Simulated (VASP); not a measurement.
Band structure of Ni$_{3}$Fe (L1_2). Calculation: PBE GGA with D4 dispersion, VASP's PBE PAW potentials (set 64) (plane waves; VASP 6.6.1).

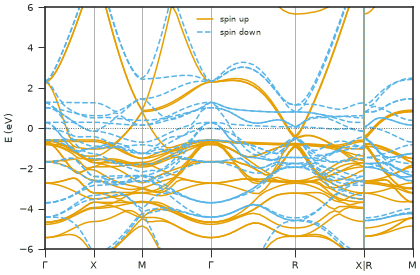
Figure: Bands along high-symmetry lines, zero at the valence-band maximum or, without a gap, the Fermi level

Problem. Read the plot: is there a gap, and where are the band edges?

Solution. It has no gap at this level: it comes out as a metal or semimetal. (Edges off the drawn lines would not show.)

The compound is Ni3Fe in the L1_2 structure. It was relaxed first.
